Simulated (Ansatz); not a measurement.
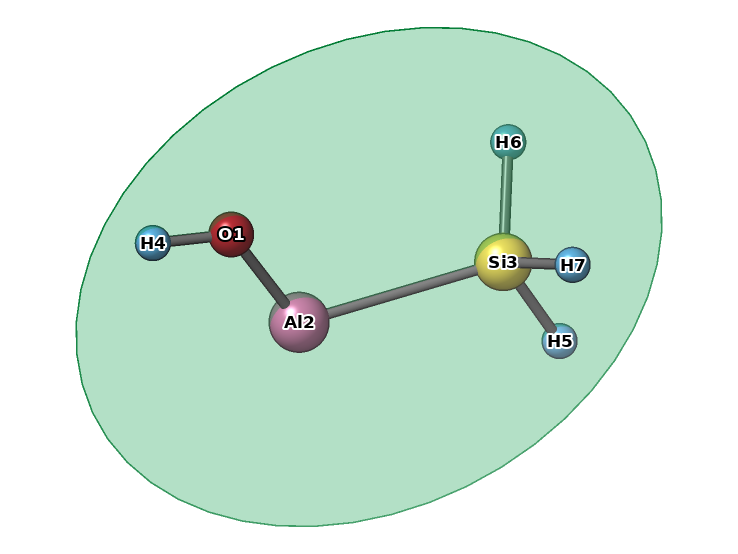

A disc through the centre of mass is drawn in. Depth is shown by fading: the farther an atom, the more it takes the colour of the background. The species is neutral and a spin doublet. Computed geometry: PBE0-D4/def2-TZVP optimisation. No frequency run is at hand to confirm it as a minimum.

Q: Is the plane of the disc a mirror plane of the structure?

A: Yes. The reflection leaves O1, Al2, Si3, H4, H5 in place and moves H6 ↔ H7. The point group is Cs.
